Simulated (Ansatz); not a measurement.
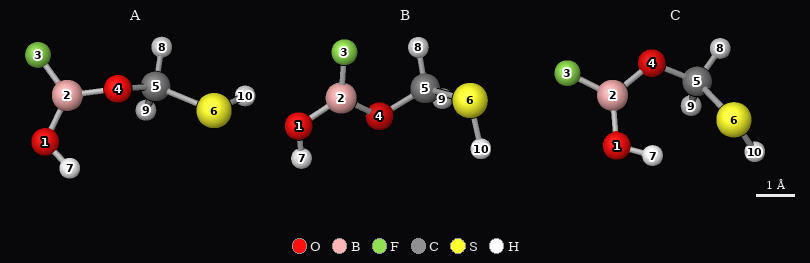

3 geometries from a converged minimum-energy path of CH4BFO2S, shuffled. The picture is a ball-and-stick view, seen from a free direction.

All numbers below come from RKS PBE-D4/6-31G* in Ansatz 0.2.0. Run with 5 movable images; climbing image; force threshold 0.05 eV/Å; iteration limit 60; starting path through a guess of the saddle point.

Which frame is the transition state?

Answer. A. In order along the path, whose images run from 0 to 6: C (image 0, 0.00 eV), A (image 3, +0.43 eV), B (image 6, −0.12 eV). No bond forms or breaks between the ends. Bond angles that change up to the highest image, for instance: O4–C5–S6 112.1° → 106.0°, F3–B2–O4 115.1° → 119.7°.

The run took 4.9 min on 2 threads of Intel(R) Xeon(R) Platinum 8175M CPU @ 2.50GHz (Skylake/Cascade Lake) (shared host), peak memory 0.17 GiB.
